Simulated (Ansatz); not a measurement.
The relaxed structure here is a generated cell of Sb: the first start was made by placing the elements on the sites of a structure type, and the end was not matched to a known phase here, so it may be hypothetical. Known forms of Sb include space group No. 166.

One stationary structure of Sb. Space group Pm-3m (No. 221), AFLOW prototype A_cP1_221_a (A_h). The numbers are results of PBEsol (plane waves to 420 eV, PAW, scalar-relativistic; Ansatz, a first-principles code), not measurements.

```cif
data_Sb
_chemical_formula_sum 'Sb1'
_space_group_name_H-M_alt 'P 1'
_space_group_IT_number 1
_cell_length_a 3.05960
_cell_length_b 3.05960
_cell_length_c 3.05960
_cell_angle_alpha 90.000
_cell_angle_beta 90.000
_cell_angle_gamma 90.000
loop_
_space_group_symop_operation_xyz
  'x, y, z'
loop_
_atom_site_label
_atom_site_type_symbol
_atom_site_fract_x
_atom_site_fract_y
_atom_site_fract_z
_atom_site_occupancy
Sb1 Sb 0.50000 0.50000 0.50000 1
```

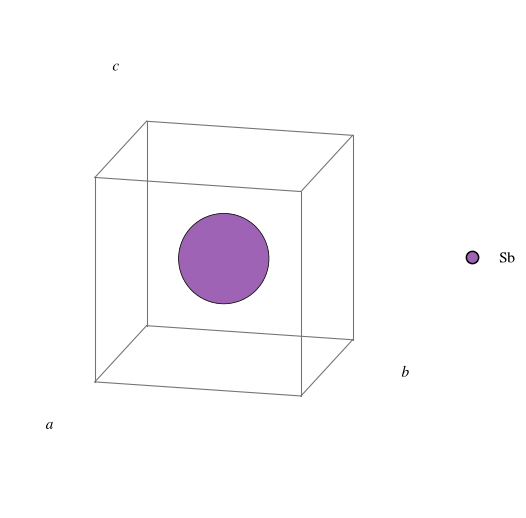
Figure: The conventional cell of the relaxed structure

For Sb, the volume per atom is 28.64 Å³. The density comes out as 7.06 g/cm³, the band gap is zero (metallic) and the shortest distances comes out as Sb–Sb 3.06 Å. The k-mesh comes out as 15×15×15.

Band energies at high-symmetry points (eV from the Fermi level; labels of this space group; no spin-orbit coupling), from −5 eV up to 4.5 eV:

```csv
point,energies
Γ,3.37 3.37 3.37
X,–
M,-3.71 -3.71 1.99
R,-4.33 -1.68 -1.68 -1.68
```

No spin polarisation in the result. The relaxed primitive cell holds an odd number of electrons. A magnetic state may lie lower.

The run could not lose the symmetry of its start, so the end can be a saddle point.
